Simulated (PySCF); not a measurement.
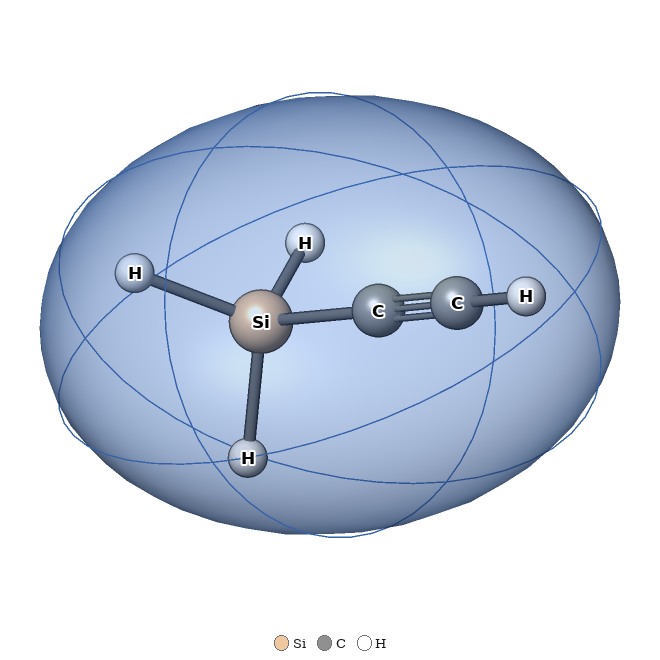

The ellipsoid shows the static dipole polarisability: its half-axes are proportional to the principal values. The geometry was computed by an optimisation with PBE0-D3(BJ)/def2-SVP. No frequency run is at hand to confirm it as a minimum. Method: ωB97X-D/def2-SVPD (PySCF 2.14.0).

### Give the principal values, the mean and the anisotropy.

Principal values 41.8, 41.8, 68.3 bohr³; mean 50.7 bohr³ (7.51 Å³); anisotropy 26.5 bohr³, so the longest axis is 1.63 times the shortest.
